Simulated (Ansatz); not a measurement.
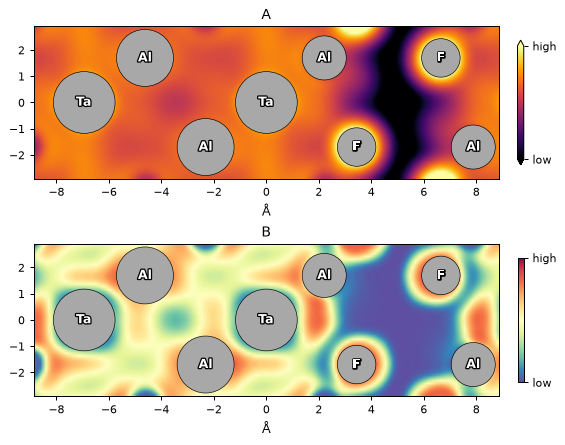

TaAl2F: 2 fields on the (110) plane of the conventional cell, with unlabelled colour scales. Grey discs cover the atomic cores.

Space group P-3m1; a generated structure, not necessarily the stable one.

These are results of DFT PBE, scalar-relativistic, plane waves, PAW (Ansatz), not measurements.

```
Ta Al F
1.0
     2.94118    0.00000    0.00000
    -1.47059    2.54714    0.00000
     0.00000    0.00000   17.03134
Ta Al F
2 4 2
Direct
  0.00000 0.00000 0.70382
  0.00000 0.00000 0.29618
  0.33333 0.66667 0.83327
  0.66667 0.33333 0.16673
  0.66667 0.33333 0.56784
  0.33333 0.66667 0.43216
  0.66667 0.33333 0.90572
  0.33333 0.66667 0.09428
```

### Which field does each panel show? The fields are: electron localisation function and valence pseudo-density.

Panel A: valence pseudo-density. Panel B: electron localisation function.
